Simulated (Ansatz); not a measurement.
## Electronic structure of AlClFH4N2 (doublet) in real space

The calculation's input:

```
crystal:
  periodic: [false, false, false]
  atoms:
    - { symbol: Al, position_ang: [0.045148, -0.161801, 0.485112] }
    - { symbol: F, position_ang: [0.252115, -1.54949, 1.393471] }
    - { symbol: "N", position_ang: [1.411631, 0.227309, -0.679413] }
    - { symbol: H, position_ang: [1.317027, 0.759353, -1.553298] }
    - { symbol: H, position_ang: [2.39113, -0.052068, -0.541456] }
    - { symbol: "N", position_ang: [-1.441687, -0.117422, -0.597528] }
    - { symbol: H, position_ang: [-2.317868, -0.615171, -0.39165] }
    - { symbol: H, position_ang: [-1.556488, 0.4595, -1.440912] }
    - { symbol: Cl, position_ang: [-0.101008, 1.049792, 2.185674] }
magnetization:
  spin_polarized: true
  initial_magnetization: 1
basis:
  gaussian: { orbitals: def2-SVP }
hamiltonian:
  xc: lda
relax:
  f_tol: 0.03
  max_steps: 50
output:
  orbitals: {}
```

Command:

```sh
ansatz run input.yaml --threads 4 --pin off --max-ram 5120MiB --backend cpu --events-out ev --progress --plain --runs-dir out
```

The fields are those of the run's last geometry, not of the input's.

Computed with UKS LDA/def2-SVP in Ansatz 0.2.0.

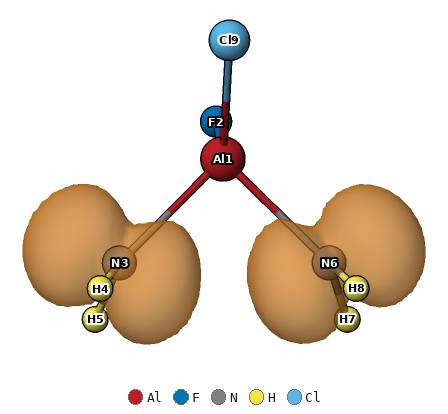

Figure 1. Isosurfaces of the spin density at +0.03 (orange) and −0.03 e/Å³ (purple), seen across its widest extent.

**Where is the unpaired spin?**

The unpaired spin (1 electron) lies mostly on N3 (about 0.4) and N6 (about 0.4), in electrons by Hirshfeld's partition.

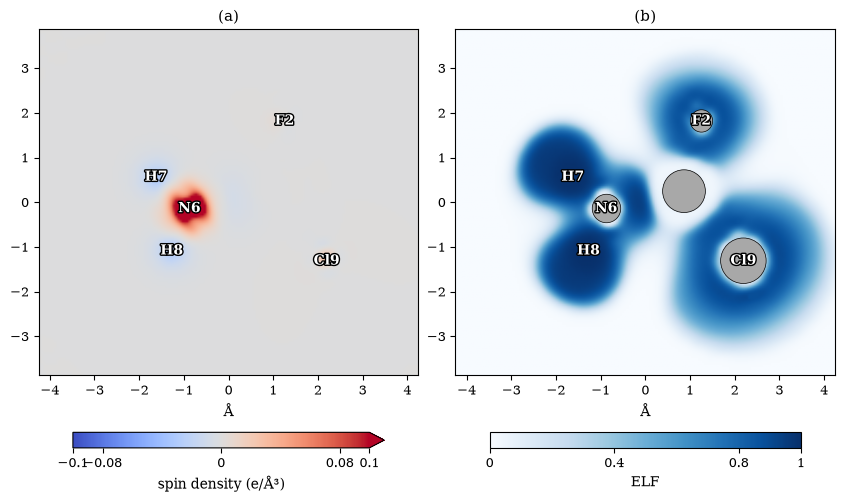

Figure 2. (a) spin density (α minus β); (b) electron localisation function on the plane of atoms H7, N6 and H8. Grey discs cover the atomic cores in the ELF map.

**Read the bonding off the picture.**

- Atoms in the plane: F, N, H and Cl.
- N–H (1.03 Å): the ELF climbs to about 1 towards the hydrogen, as it does in any bond to H (a covalent bond by its length).
- The ELF also peaks beside Cl9 and F2, away from the bonds: non-bonding electrons, paired or unpaired.

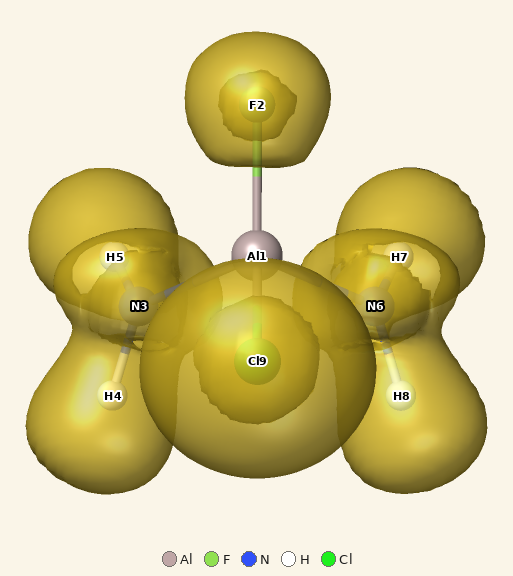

Figure 3. Isosurface of the electron localisation function at 0.75 (yellow), seen from one side. Only the valence region is drawn (cores and ρ < 0.01 e/Å³ removed).

**Where are the electrons localised?**

The ELF exceeds this value in one region on Cl in which the atom's valence shell and bonds are merged, one region wrapped around F (its valence shell) and two joined regions spread over several atoms (H, N), in which their bonds and any lone pairs are merged.


Al–F (1.67 Å): the ELF peaks at about 0.85 in the valence shell of F, 0.6 Å from its nucleus, and is about 0.30 at the midpoint. Al–N (1.86 Å): the ELF peaks at about 0.95 in the valence shell of N, 0.7 Å from its nucleus, and is about 0.60 at the midpoint.
